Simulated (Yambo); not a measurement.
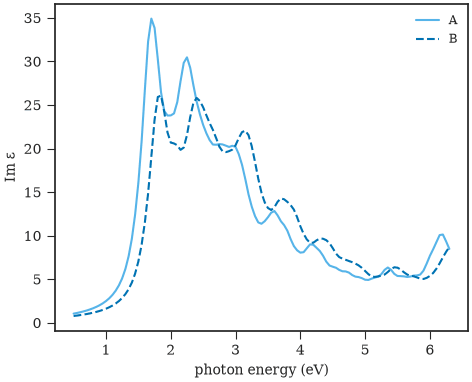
*Two computed absorption spectra of PtSe₂ (CdI2 type, space group P-3m1, No. 164) (Yambo, PBEsol bands with the same scissor, field along x)*

Axes are Cartesian, with cell vectors (Å) (3.72, 0.00, 0.00), (-1.86, 3.22, 0.00), (0.00, 0.00, 5.82).

Problem. Which curve includes the electron-hole attraction (BSE)?

Solution. Curve A: the attraction moves weight to lower energy (centre of the plotted range 3.0 eV against 3.2 eV). Settings: 6×6×4 mesh, 12 valence and 8 conduction bands, static screening with 100 bands and a 4 Ry block, scissor 0.52 eV, Tamm-Dancoff. The scissor comes from a G0W0 run whose convergence isn't established. Broadening 0.15 eV. The band window holds all transitions up to 6.3 eV. On this mesh the peak heights and the fine structure are mesh artefacts; only the shift of weight is robust.

The standard potential for Se keeps a d shell in the valence without the s and p states of that shell. In tests on such compounds this moved G0W0 gaps by up to about 0.9 eV, so absolute quasiparticle energies here are unreliable; differences between settings are what counts.

Spin-orbit coupling is included.

Geometry of the Materials Project entry, not relaxed at this level; primitive cell a = b = 3.717 Å, c = 5.820 Å, α = β = 90.00°, γ = 120.00°.

The distance between layers or molecules is the database entry's, not relaxed here. Functionals without dispersion can leave it too large, which widens gaps and weakens the response across layers: the numbers belong to this cell.
